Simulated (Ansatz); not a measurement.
# CH6Ge (SMILES [CH3][GeH3]) at MP2/def2-SVPD

What is the vertical ionisation energy of CH6Ge at MP2/def2-SVPD? 

The calculation is run with Ansatz 0.2.0.

28 further runs of the same task are left out: 28 set aside as unsound or not needed.

### Step 1. The structure to begin with

The species is CH6Ge (8 atoms), meant as a singlet with charge 0. As SMILES, `[CH3][GeH3]`. The shape is that of a PBE0-D4/def2-TZVP optimisation.

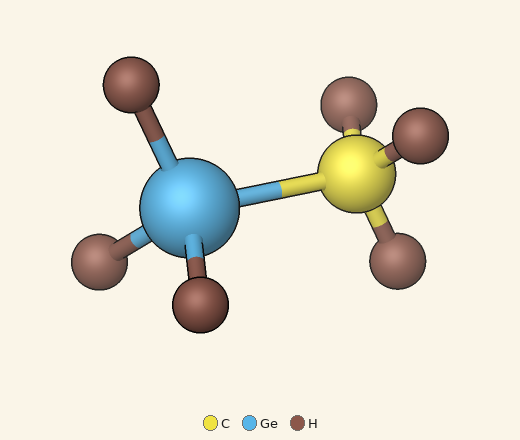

The structure, seen from a chosen angle (carbon yellow, germanium blue, hydrogen brown).

### Step 2. The energy at MP2/def2-SVPD

Contents of run.yaml:

```yaml
basis:
  gaussian:
    orbitals: def2-SVPD
crystal:
  periodic: [false, false, false]
  atoms:
    - {symbol: C, position_ang: [-0.310900, 0.190300, -0.971400]}
    - {symbol: Ge, position_ang: [0.296900, -0.181900, 0.846700]}
    - {symbol: H, position_ang: [-1.380100, 0.404200, -0.976500]}
    - {symbol: H, position_ang: [0.218800, 1.052200, -1.378400]}
    - {symbol: H, position_ang: [-0.124600, -0.669400, -1.616000]}
    - {symbol: H, position_ang: [0.030700, 1.028200, 1.760100]}
    - {symbol: H, position_ang: [1.807100, -0.479600, 0.857700]}
    - {symbol: H, position_ang: [-0.445700, -1.401200, 1.422100]}
accuracy: high
correlation:
  method: mp2
  frozen_orbitals: {C: 1, Ge: 9, H: 0}
```

On the command line:

```
ansatz run run.yaml --threads 1 --pin off --max-ram 3480MiB --events-out events.jsonl --progress --plain --runs-dir runs
```

What it wrote:

```text
Warning: RAYON_NUM_THREADS=1 ignored (pool sized by the plan → 1); use --threads N
Functional definition: HF
  name "HF"
  exchange = exact_x
  correlation = 0
2130 factors; integrals over basis functions are off by at most 4.4e-9 eV
mean field evaluation 1: about -57589.6461 eV, gradient 2.1e1 eV
mean field evaluation 2: about -57589.6716 eV, gradient 2.1e1 eV
mean field evaluation 4: about -57590.9900 eV, gradient 2.2e0 eV
mean field evaluation 8: about -57591.0086 eV, gradient 8.1e-5 eV
mean field -57591.00863231 eV, -2116.4305306496 hartree, gradient 2.2e-8 eV, S^2 0.000000; 0 other end points of the search recorded, 0 dependent functions left out
10 core orbitals not correlated: weight in the atoms' cores, before any rotation towards them, 1.000 or more for the frozen orbitals, at most 0.000 for the correlated occupied ones
reference -57591.00863231 eV, -2116.4305306496 hartree; 12, 12 occupied and 84, 84 virtual orbitals, 2130 factors
second order -11.00635963 eV of doubles, -0.00000000 eV of singles
Total energy: -57602.01499194 eV, -2116.8350069056 hartree
```

Run time: 5.1 s. Hardware: 1 thread of Arm Neoverse V1, shared host; peak memory 0.31 GiB.

### Step 3. The doublet cation at the same level

Contents of job.yaml:

```yaml
crystal:
  periodic: [false, false, false]
  atoms:
    - symbol: C
      position_ang: [-0.310900, 0.190300, -0.971400]
    - symbol: Ge
      position_ang: [0.296900, -0.181900, 0.846700]
    - symbol: H
      position_ang: [-1.380100, 0.404200, -0.976500]
    - symbol: H
      position_ang: [0.218800, 1.052200, -1.378400]
    - symbol: H
      position_ang: [-0.124600, -0.669400, -1.616000]
    - symbol: H
      position_ang: [0.030700, 1.028200, 1.760100]
    - symbol: H
      position_ang: [1.807100, -0.479600, 0.857700]
    - symbol: H
      position_ang: [-0.445700, -1.401200, 1.422100]
basis:
  gaussian:
    orbitals: def2-SVPD
total_charge: 1
magnetization:
  spin_polarized: true
  initial_magnetization: 1
correlation:
  method: mp2
  frozen_orbitals: {C: 1, Ge: 9, H: 0}
accuracy: high
```

On the command line:

```
ansatz run job.yaml --threads 1 --pin off --max-ram 3480MiB --events-out events.jsonl --progress --plain --runs-dir runs
```

What it wrote, cut to the lines that bear on the results:

```text
Warning: RAYON_NUM_THREADS=1 ignored (pool sized by the plan → 1); use --threads N
[... 2 set-up lines as earlier in the session ...]
[...]
2130 factors; integrals over basis functions are off by at most 4.4e-9 eV
[...]
mean field -57580.58919709 eV, -2116.0476234680 hartree, gradient 1.2e-8 eV, S^2 0.759763; 7 other end points of the search recorded, 0 dependent functions left out
10 core orbitals not correlated: weight in the atoms' cores, before any rotation towards them, 1.000 or more for the frozen orbitals, at most 0.000 for the correlated occupied ones
reference -57580.58919709 eV, -2116.0476234680 hartree; 12, 11 occupied and 84, 85 virtual orbitals, 2130 factors
second order -10.03624226 eV of doubles, -0.00000000 eV of singles
Total energy: -57590.62543935 eV, -2116.4164485681 hartree
```

Wall time 17 s (1 thread of Arm Neoverse V1, shared host); peak memory 0.5 GiB.

### Step 4. Outcome

Level: MP2/def2-SVPD, 10 core orbitals frozen.

| quantity | value |
| --- | --- |
| singlet CH6Ge: total energy | -2116.83501 Eh |
| singlet CH6Ge: correlation energy (10 core orbitals frozen) | -404.5 mEh |
| doublet cation: total energy | -2116.41645 Eh |
| doublet cation: correlation energy (10 core orbitals frozen) | -368.8 mEh |
| doublet cation: ⟨S²⟩ of the reference determinant | 0.760 |
| vertical ionisation energy (to the doublet cation) | 11.390 eV |

What this shows: The vertical ionisation energy comes to 11.39 eV (263 kcal/mol).
